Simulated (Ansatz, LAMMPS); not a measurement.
# Relaxing amorphous 62SiO2-38GeO2 (mol %) (96 atoms), part 4 of 4

How does amorphous 62SiO2-38GeO2 (mol %) (96 atoms) relax, and what do bonds, charges and levels look like afterwards?

Ansatz 0.2.0; Kohn-Sham DFT, PBE, PAW (set soft_2), plane waves.

The cell: 20 Si, 12 Ge and 64 O. The quench rate of 50 K/ps is many orders above laboratory rates. The starting topology of bonds comes from the classical model. Sampling is at Γ alone, for a cell whose shortest periodic width is 11 Å.

So far. Step 4 (Cell and atoms relaxed): The relaxation changed the energy by -77.3 meV/atom, and atoms moved by 0.32 Å r.m.s., 0.81 Å at most.

### Step 7. Functional HSE06

HSE06 mixes in a quarter of exact exchange at short range, which counters self-interaction, at a higher cost.

This step: Kohn-Sham DFT, HSE06, PAW (set soft_2), plane waves (Ansatz 0.2.0).

The input, input.yaml:

```yaml
crystal:
  lattice:
    - [11.71844, 0.16777, -0.37536]
    - [0.16777, 10.96694, 0.14783]
    - [-0.37536, 0.14783, 10.92039]
  atoms:
    [... the 96 atom lines of step 6 ...]
kpoints:
  mp_grid: { grid: [1, 1, 1] }
hamiltonian:
  xc: hse06
scf:
  occupations: { method: fermi_dirac, width: 0.025 }
output:
  forces: true
  stress: true
  populations: true
  dos:
    method: { smearing: { sigma: 0.08 } }
    de: 0.05
    projected: { site_lists: { Ge: [Ge], O: [O], Si: [Si] } }
  eigenvalues: true
```

The run is started by

```console
$ ansatz run input.yaml --threads 4 --pin off --max-ram 8192MiB --backend cpu --events-out ev --progress --plain --runs-dir out
```

Numbers of over 12 decimals in the logs are rounded to 6 here.

The log of the run:

```text
Warning: output.stress: scf.convergence.dr2_threshold = 1e-7 eV (the SCF's general default) is looser than the 1.6e-9 eV advised for a printed stress (1e-10 eV for each atom of the cell: 96, of which 16 are counted). What an SCF threshold leaves in a stress goes as its square root, and in the free energy as the threshold itself, and one threshold admits the most on a small cell: [...]
Warning: output.stress: scf.exx.energy_threshold = 1e-6 eV is looser than the 1.6e-7 eV advised for a stress under a hybrid functional (1e-8 eV for each atom of the cell: 96, of which 16 are counted). Every SCF of the exchange loop can meet its threshold on dr2 while the loop round them stops early: [...]
exact exchange: scf.exx.singularity resolves to wigner_seitz, which cuts the screened interaction at the faces of the exchange supercell's Wigner-Seitz cell, so that each pair interacts once, at the shortest of its separations (the periodic images that this leaves out come, [...]
[...]
Crystal: 96 atoms, lattice volume = 1401.311 Å³
Basis set: ecut = 420 eV, 27417 PW (Γ), exchange–correlation on 160×150×150 points (8 copies of the dense FFT grid, shifted against one another)
Bands: 412, of which v1, the nominal top of the filled ones, is band 316 counted from 1 (315 counted from 0)
Symmetry: 1 space group operations
[...]
k-points: 1
[...]
SCF iter   1: F=—  HF=-100629.617840 eV  |F-HF|=—  |Δ(HF+E_count)|=         —  Δρ=2.36e-3  dr2=1.31e-1  ethr=1.77e-3  ⟨swp⟩=15.0  Hψ=2261  notcnv=0
[...]
SCF iter   5: F=-100629.622460 eV  HF=-100629.622462 eV  |F-HF|=2.50e-6  |Δ(HF+E_count)|=   2.78e-4  Δρ=1.22e-4  dr2=1.30e-4  ethr=1.98e-7  ⟨swp⟩=5.0  Hψ=838  notcnv=0  defer=1
SCF 1 stopped early in 5 iterations: F = -100629.622460 eV  dr2 = 1.30e-4
[...]
Exchange kernel: α = 0.2500, screened, ω = 0.2079 Å⁻¹, Wigner–Seitz truncation, v(0) = 954.4841 eV·Å³, q-mesh 1×1×1, nearest image of the exchange supercell L = 10.93 Å, pair-density grid 60×54×54, without the augmentation charges, whose exchange is taken in its separable form (sized by the pseudopotential files, [...]
Frozen-core exchange: fock
SCF iter   1: F=—  HF=-100642.211011 eV  |F-HF|=—  |Δ(HF+E_count)|=         —  Δρ=8.80e-3  dr2=6.89e-1  ethr=2.06e-7  ⟨swp⟩=16.0  Hψ=2458  notcnv=0
[...]
SCF iter   6: F=—  HF=-100642.152699 eV  |F-HF|=—  |Δ(HF+E_count)|=   4.54e-4  Δρ=8.78e-5  dr2=1.50e-4  ethr=1.54e-8  ⟨swp⟩=3.0  Hψ=1719  notcnv=0
SCF iter   7: F=-100642.152667 eV  HF=-100642.152670 eV  |F-HF|=3.52e-6  |Δ(HF+E_count)|=   2.88e-5  Δρ=2.56e-5  dr2=5.79e-5  ethr=1.54e-8  ⟨swp⟩=4.0  Hψ=807  notcnv=0
SCF 2 stopped early in 7 iterations: F = -100642.152667 eV  dr2 = 5.79e-5
  Residual-converged pass: ⟨swp⟩=4.0  Hψ=1129  notcnv=0  max |occ|·‖R‖ = 5.4e-6 eV (tolerance 6.7e-6 eV)  dr2=5.81e-5  dr2_onsite=5.44e-7  max |Δocc| = 0.0e0
hybrid outer 1: dexx = +2.706e-1 eV, tail = 7.20e-4 eV
[...]
Frozen-core exchange: fock
SCF iter   1: F=—  HF=-100642.152514 eV  |F-HF|=—  |Δ(HF+E_count)|=         —  Δρ=7.51e-5  dr2=7.25e-5  ethr=5.70e-7  ⟨swp⟩=14.0  Hψ=1070  notcnv=0
[...]
SCF iter   6: F=—  HF=-100642.152512 eV  |F-HF|=—  |Δ(HF+E_count)|=   8.99e-9  Δρ=1.05e-6  dr2=1.57e-8  ethr=8.31e-12  ⟨swp⟩=5.0  Hψ=974  notcnv=0  defer=10
SCF iter   7: F=-100642.152512 eV  HF=-100642.152512 eV  |F-HF|=4.22e-10  |Δ(HF+E_count)|=   3.84e-9  Δρ=2.59e-7  dr2=7.35e-10  ethr=2.40e-12 (applied; sched 2.18e-12)  ⟨swp⟩=5.0  Hψ=769  notcnv=0  defer=4
SCF 3 converged in 7 iterations: F = -100642.152512 eV  dr2 = 7.35e-10
[...]
hybrid outer 2: dexx = +5.638e-6 eV, tail = 6.10e-8 eV, Δε = 3.09e-3 eV (about 4.27e-5 eV left of the loop's levels), ΔF = 1.12e-2 eV/Å (tail 7.43e-4)
hybrid SCF converged: 2 outer / 14 inner (+5 warm-up), last move |dexx| = 5.64e-6 eV, tail = 6.10e-8 eV
Stability not checked: this state was not tested for a lower state beside it, because the functional holds exact exchange (a hybrid, or Hartree-Fock), whose exchange loop this test does not read (fock_operator; see scf.lower_state_search)
Free energy (F): -100642.152512 eV
Frozen-core exchange: fock
[...]
Internal energy: -100642.152512 eV  (E = F + TS)
E sigma→0 (E₀):  -100642.152512 eV
Fermi energy:    3.720580 eV
[...]
Σ components = -100642.152512   (vs F -100642.152512, Δ=0.00e0)
--- Forces (eV/Å), atoms counted from 1 ---
  atom   1  Si     0.03141513    -0.02288759    -0.00892077
  atom   2  Si     0.01946614    -0.08958399     0.04814813
  atom   3  Si     0.04431654     0.04430894    -0.11961679
  atom   4  Si     0.08576055    -0.02165721     0.09456107
[...]
atom  96  O      0.41367406    -0.27046795     0.46358220
  max |Σ_I F_I| component: 1.80e-4 eV/Å
--- Stress (GPa, compression-positive) ---
       -5.415816       0.040365      -0.109952
        0.040368      -5.417433       0.106800
       -0.109950       0.106801      -5.484989
  P = ⅓ Tr σ = -5.4394 GPa (-54.394 kbar)
--- Band table (eV) ---
[...]
--- Löwdin populations: 96 sites ---
  site symbol       q [e]
     0     Si      2.1753
     1     Si      2.1616
     2     Si      2.1398
[...]
95      O      6.7949
  spilling = 0.009760 (of n_electrons = 632.000000)
```

Wall time 5.4 min (4 threads of Arm Neoverse V2, shared host); peak memory 4.7 GiB.

The program notes that the exchange threshold is loose for the stress and the SCF threshold is loose for the stress.

Geometry and reference: those of the single point at the relaxed geometry.

Forces differ from those of the single point at the relaxed geometry by 237 meV/Å r.m.s.; the pressure by -5.4 GPa and the gap by +1.8 eV. It took 5.4 min and 19 cycles; the reference's time can't be set against it, since the two runs asked for unlike analyses.

Read from the output:

| Item | Value |
| --- | --- |
| free energy | -100642.1525 eV |
| free energy per atom | -1048.3558 eV/atom |
| SCF cycles | 19 |
| pressure | -5.439 GPa |
| r.m.s. force component | 0.2375 eV/Å |
| longest force | 0.8389 eV/Å |
| Fermi energy | 3.721 eV |
| gap (highest filled to lowest empty level) | 4.434 eV |
| spilling of the projection | 0.00976 |

Length of the force by element and coordination:

| element | coordination | atoms | mean length of the force (eV/Å) | spread | least | most |
| --- | --- | --- | --- | --- | --- | --- |
| Ge | all | 12 | 0.160 | 0.0596 | 0.0897 | 0.288 |
| Ge | 4 | 11 | 0.165 | 0.0596 | 0.0897 | 0.288 |
| Ge | 5 | 1 | 0.102 | 0 | 0.102 | 0.102 |
| O | all | 64 | 0.471 | 0.153 | 0.0904 | 0.839 |
| O | 2 | 63 | 0.474 | 0.153 | 0.0904 | 0.839 |
| O | 3 | 1 | 0.314 | 0 | 0.314 | 0.314 |
| Si | all | 20 | 0.0849 | 0.0391 | 0.0068 | 0.141 |

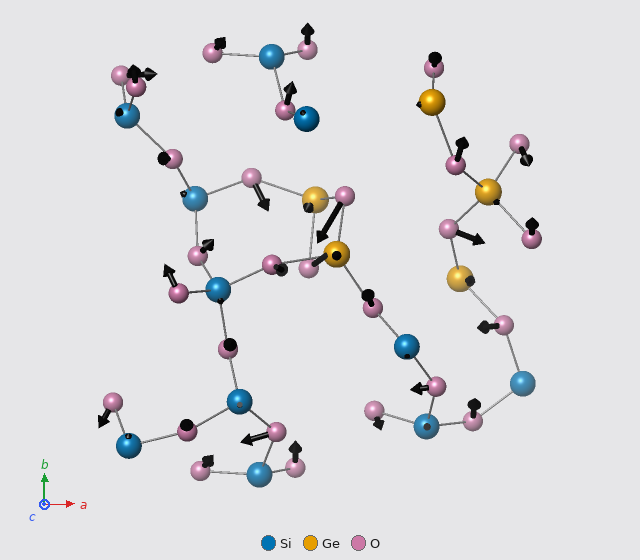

Forces as arrows; the longest in the cell is 0.839 eV/Å. Drawn is a slice 4 Å thick, seen along the normal of the ab plane.

Löwdin charges by element and coordination (they lack the spilled electrons, 0.064 e an atom on average):

| element | coordination | atoms | mean charge (e) | spread | least | most |
| --- | --- | --- | --- | --- | --- | --- |
| Ge | all | 12 | 1.70 | 0.0229 | 1.67 | 1.74 |
| Ge | 4 | 11 | 1.70 | 0.0213 | 1.68 | 1.74 |
| Ge | 5 | 1 | 1.67 | 0 | 1.67 | 1.67 |
| O | all | 64 | -0.796 | 0.0208 | -0.827 | -0.731 |
| O | 2 | 63 | -0.797 | 0.0193 | -0.827 | -0.74 |
| O | 3 | 1 | -0.731 | 0 | -0.731 | -0.731 |
| Si | all | 20 | 1.84 | 0.0155 | 1.80 | 1.86 |

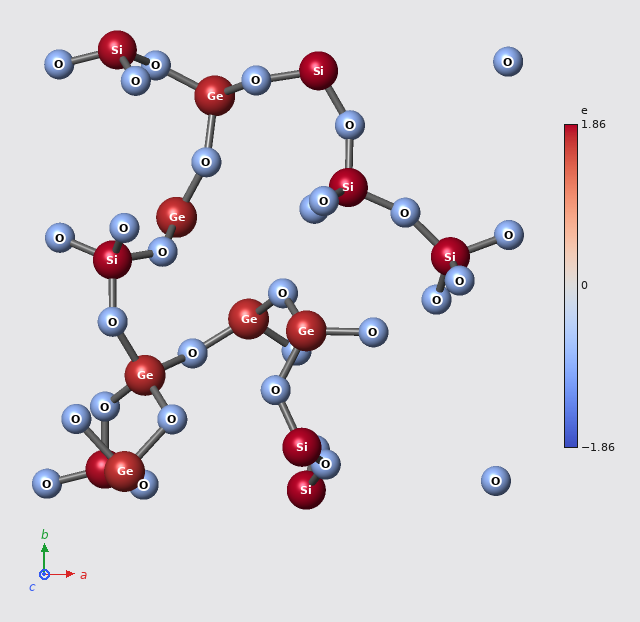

Atoms coloured by Löwdin charge. Drawn is a slice 4 Å thick, seen along the normal of the ab plane. Bonds to atoms that aren't drawn are left out.

Charge against the make-up of the first shell:

| Ge neighbours of O | atoms | mean charge (e) |
| --- | --- | --- |
| 0 | 27 | -0.813 |
| 1 | 25 | -0.793 |
| 2 | 12 | -0.765 |

Density of states as counts of states in windows of 1 eV (from the Fermi level), total and the larger projections:

| from (eV) | to (eV) | total | O p | Si p |
| --- | --- | --- | --- | --- |
| -14 | -13 | 0.0 | 0.0 | 0.0 |
| -13 | -12 | 9.0 | 5.6 | 0.2 |
| -12 | -11 | 14.6 | 9.4 | 0.5 |
| -11 | -10 | 15.0 | 9.9 | 0.8 |
| -10 | -9 | 18.7 | 13.1 | 1.7 |
| -9 | -8 | 39.6 | 29.9 | 5.1 |
| -8 | -7 | 28.1 | 21.6 | 2.7 |
| -7 | -6 | 35.6 | 29.2 | 2.3 |
| -6 | -5 | 60.9 | 54.3 | 2.1 |
| -5 | -4 | 84.0 | 79.0 | 1.4 |
| -4 | -3 | 69.0 | 66.7 | 0.5 |
| -3 | -2 | 9.6 | 9.3 | 0.1 |
| -2 | 2 | 0.0 | 0.0 | 0.0 |
| 2 | 3 | 2.3 | 0.4 | 0.1 |
| 3 | 4 | 5.7 | 1.3 | 0.2 |
| 4 | 5 | 9.8 | 2.1 | 0.6 |

Between -26 and -14 eV lie 128 more states.

About 120 of the 632 electrons lie in deeper levels, below the stored range.

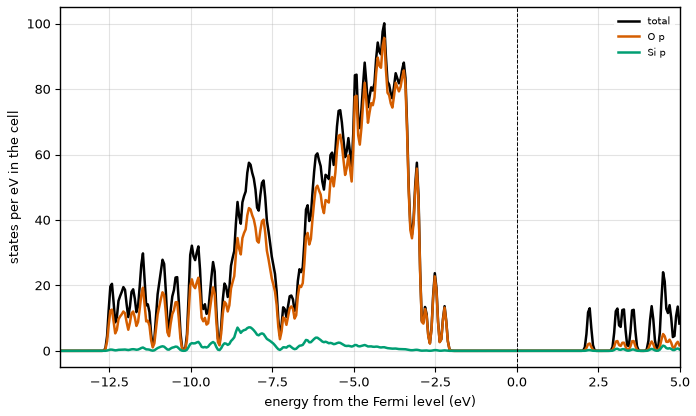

Total and projected density of states, with the broadening of the input.

The levels nearest the highest filled one (over half full), pooled over k-points and spins:

| level less the highest filled one (eV) | occupation |
| --- | --- |
| -0.804 | 2 |
| -0.793 | 2 |
| -0.585 | 2 |
| -0.323 | 2 |
| -0.262 | 2 |
| 0 | 2 |
| 4.43 | 0 |
| 5.28 | 0 |
| 5.48 | 0 |
| 5.78 | 0 |
| 6.35 | 0 |
| 6.69 | 0 |

### Step 8. Functional r2SCAN (500 eV)

The meta-GGA r2SCAN uses the kinetic energy density as well as the density and its gradient. Besides, the cutoff goes from 420 to 500 eV.

This step: Kohn-Sham DFT, r2SCAN, PAW (set soft_2), plane waves (Ansatz 0.2.0).

input.yaml: that of step 7 with these lines changed.

```diff
@@ -10,3 +10,3 @@
 hamiltonian:
-  xc: hse06
+  xc: r2scan
 scf:
```

The log of the run:

```text
[...]
Crystal: 96 atoms, lattice volume = 1401.311 Å³
Basis set: ecut = 500 eV, 35533 PW (Γ), exchange–correlation on 360×320×320 points (64 copies of the dense FFT grid, shifted against one another)
Bands: 412, of which v1, the nominal top of the filled ones, is band 316 counted from 1 (315 counted from 0)
Symmetry: 1 space group operations
[...]
k-points: 1
[...]
SCF iter   1: F=—  HF=-100872.123449 eV  |F-HF|=—  |Δ(HF+E_count)|=         —  Δρ=8.10e-3  dr2=8.55e-1  dr2_τ=6.71e0  ethr=1.77e-3  ⟨swp⟩=5.0  Hψ=1596  notcnv=0  defer=82
[...]
SCF iter   9: F=—  HF=-100874.052541 eV  |F-HF|=—  |Δ(HF+E_count)|=   2.14e-6  Δρ=4.76e-6  dr2=3.35e-7  dr2_τ=2.91e-8  ethr=2.57e-10  ⟨swp⟩=3.0  Hψ=587  notcnv=0  defer=92
SCF iter  10: F=-100874.052541 eV  HF=-100874.052541 eV  |F-HF|=1.12e-7  |Δ(HF+E_count)|=   2.90e-7  Δρ=1.33e-6  dr2=3.39e-8  dr2_τ=2.39e-9  ethr=1.58e-11  ⟨swp⟩=13.0  Hψ=2311  notcnv=0
SCF 1 converged in 10 iterations: F = -100874.052541 eV  dr2 = 3.39e-8
[...]
SCF converged after 10 iterations
Free energy (F): -100874.052541 eV
[...]
Internal energy: -100874.052541 eV  (E = F + TS)
E sigma→0 (E₀):  -100874.052541 eV
Fermi energy:    3.974587 eV
[...]
Σ components = -100874.052541   (vs F -100874.052541, Δ=0.00e0)
--- Forces (eV/Å), atoms counted from 1 ---
  atom   1  Si     0.02934024    -0.03348146    -0.00046010
  atom   2  Si     0.02247091    -0.07950457     0.02110460
  atom   3  Si     0.03166136     0.02422993    -0.13169156
  atom   4  Si     0.06213615    -0.00960437     0.05906326
[...]
atom  96  O      0.32466762    -0.20063149     0.37215384
  max |Σ_I F_I| component: 1.17e-4 eV/Å
--- Stress (GPa, compression-positive) ---
       -5.259372       0.054056      -0.088148
        0.054056      -5.272248       0.099225
       -0.088151       0.099227      -5.334328
  P = ⅓ Tr σ = -5.2886 GPa (-52.886 kbar)
--- Band table (eV) ---
[...]
--- Löwdin populations: 96 sites ---
  site symbol       q [e]
     0     Si      2.1697
     1     Si      2.1574
     2     Si      2.1358
[...]
95      O      6.7936
  spilling = 0.009610 (of n_electrons = 632.000000)
```

Run time: 53 s. Hardware: 4 threads; peak memory 3.8 GiB; 3.4 min of CPU time.

Geometry and reference: those of the single point at the relaxed geometry.

Forces differ from those of the single point at the relaxed geometry by 190 meV/Å r.m.s.; the pressure by -5.3 GPa and the gap by +0.59 eV. It took 53 s and 10 cycles; the reference's time can't be set against it, since the two runs asked for unlike analyses.

### Step 9. Functional PBEsol

PBEsol restores the gradient expansion of exchange for slowly varying densities and usually gives shorter bonds in solids than PBE.

This step: Kohn-Sham DFT, PBEsol, PAW (set soft_2), plane waves (Ansatz 0.2.0).

input.yaml: that of step 8 with these lines changed.

```diff
@@ -10,3 +10,3 @@
 hamiltonian:
-  xc: r2scan
+  xc: pbesol
 scf:
```

The log of the run:

```text
[...]
Crystal: 96 atoms, lattice volume = 1401.311 Å³
Basis set: ecut = 420 eV, 27417 PW (Γ), exchange–correlation on 160×150×150 points (8 copies of the dense FFT grid, shifted against one another)
Bands: 412, of which v1, the nominal top of the filled ones, is band 316 counted from 1 (315 counted from 0)
Symmetry: 1 space group operations
[...]
k-points: 1
[...]
SCF iter   1: F=—  HF=-99425.191513 eV  |F-HF|=—  |Δ(HF+E_count)|=         —  Δρ=1.18e-2  dr2=1.57e0  ethr=1.77e-3  ⟨swp⟩=5.0  Hψ=1601  notcnv=0  defer=84
[...]
SCF iter   9: F=—  HF=-99424.754518 eV  |F-HF|=—  |Δ(HF+E_count)|=   8.08e-7  Δρ=4.08e-6  dr2=2.28e-7  ethr=2.93e-10  ⟨swp⟩=2.0  Hψ=636  notcnv=0  defer=92
SCF iter  10: F=-99424.754518 eV  HF=-99424.754518 eV  |F-HF|=1.78e-8  |Δ(HF+E_count)|=   1.64e-7  Δρ=2.25e-6  dr2=6.58e-8  ethr=1.58e-11  ⟨swp⟩=13.0  Hψ=2278  notcnv=0
SCF 1 converged in 10 iterations: F = -99424.754518 eV  dr2 = 6.58e-8
[...]
SCF converged after 10 iterations
Free energy (F): -99424.754518 eV
[...]
Internal energy: -99424.754518 eV  (E = F + TS)
E sigma→0 (E₀):  -99424.754518 eV
Fermi energy:    3.978797 eV
[...]
Σ components = -99424.754518   (vs F -99424.754518, Δ=0.00e0)
--- Forces (eV/Å), atoms counted from 1 ---
  atom   1  Si    -0.00313276    -0.06623746     0.02753549
  atom   2  Si     0.02473756     0.01351379     0.01388089
  atom   3  Si    -0.03794713    -0.02936068    -0.02833153
  atom   4  Si     0.02421601    -0.03425097     0.00749727
[...]
atom  96  O      0.14215270    -0.00576925     0.16410115
  max |Σ_I F_I| component: 7.95e-5 eV/Å
--- Stress (GPa, compression-positive) ---
       -2.980781       0.030753      -0.000392
        0.030754      -3.015706       0.045581
       -0.000392       0.045581      -3.008628
  P = ⅓ Tr σ = -3.0017 GPa (-30.017 kbar)
--- Band table (eV) ---
[...]
--- Löwdin populations: 96 sites ---
  site symbol       q [e]
     0     Si      2.2627
     1     Si      2.2503
     2     Si      2.2314
[...]
95      O      6.7443
  spilling = 0.009707 (of n_electrons = 632.000000)
```

It took 21 s on 4 threads; peak memory 1.9 GiB.

Geometry and reference: those of the single point at the relaxed geometry.

Forces differ from those of the single point at the relaxed geometry by 86 meV/Å r.m.s.; the pressure by -3.0 GPa and the gap by -0.049 eV.

### Step 10. All settings compared

Differences are against the single point at the relaxed geometry (Kohn-Sham DFT, PBE, PAW (set soft_2), plane waves), whose r.m.s. force component is 0.00612 eV/Å. Times are for 4 threads of Arm Neoverse V2, shared host. The reference's time includes grids, which some other runs skip.

| run | Δ force, r.m.s. (meV/Å) | Δ pressure (GPa) | Δ gap (eV) | cycles | time | host memory (GiB) |
| --- | --- | --- | --- | --- | --- | --- |
| reference | - | - | - | 10 | 23 s | 1.9 |
| functional HSE06 | 237 | -5.43 | 1.83 | 19 | 5.4 min | 4.7 |
| functional r2SCAN (500 eV) | 190 | -5.28 | 0.594 | 10 | 53 s | 3.8 |
| functional PBEsol | 85.9 | -2.99 | -0.049 | 10 | 21 s | 1.9 |

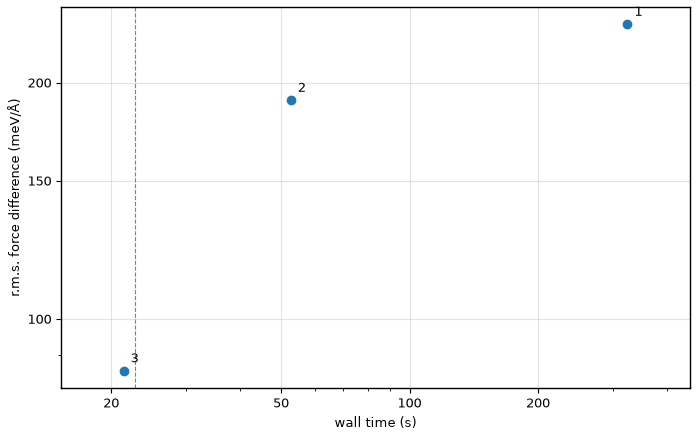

Force difference from the reference against wall time; the dashed line marks the reference's time. Points: 1 functional HSE06; 2 functional r2SCAN (500 eV); 3 functional PBEsol.

### Step 11. Summary of results

```yaml
energy_change_in_the_relaxation: -77.32 meV/atom
r_m_s_displacement: 0.321 Å
largest_displacement: 0.813 Å
free_energy_per_atom: -1048.2244 eV/atom
pressure: -0.01335 GPa
r_m_s_force_component: 0.00612 eV/Å
spacing_of_highest_filled_and_lowest_empty_level: 2.605 eV
wall_time_of_the_6_dft_runs: 13 min
```

In words: Relaxation lowers the energy by 77.3 meV/atom and moves atoms by 0.32 Å r.m.s.; the r.m.s. force component goes from 0.72 to 0.0061 eV/Å. Displacements are taken in the final cell, so they leave out its strain. By the final cutoffs no bond was broken or made. The cell shrank by 5.2 % in volume. First to last step the energy falls by 7.423 eV, across changes of basis; the largest move, 0.81 Å, is that of O69. The O-Ge bonds change most in mean length: from 1.749 Å (spread 0.057) to 1.782 Å (spread 0.050). With the cutoffs above, 92 % of Ge atoms have 4, 98 % of O atoms have 2 and all Si atoms have 4 bonded neighbours. 98 % of the oxygens bridge two formers (Si and Ge) and 0 % are non-bridging; 2 % join three. The highest filled and lowest empty levels differ by 2.61 eV (at Γ alone); a semilocal functional tends to put such gaps too low. In a disordered cell it changes from sample to sample, and tail or defect levels can set it.

Among the changes of functional, dispersion, potentials or spin, functional HSE06 moves the forces most, by 237 meV/Å r.m.s. The gap changes by +1.83 eV with HSE06.

What to keep in mind: The starting topology of bonds comes from the classical model; DFT moved the atoms only locally, and no bond changed.

[Logs are printed without paths, hosts, clocks, repeated set-up lines and the standing remarks that a program may print on its own settings, such as how far it seeks lower states.]

[Hosts, paths, dates, database ids (printed as entryN), source tags and the programs' standing remarks are cut or masked in the printed files.]
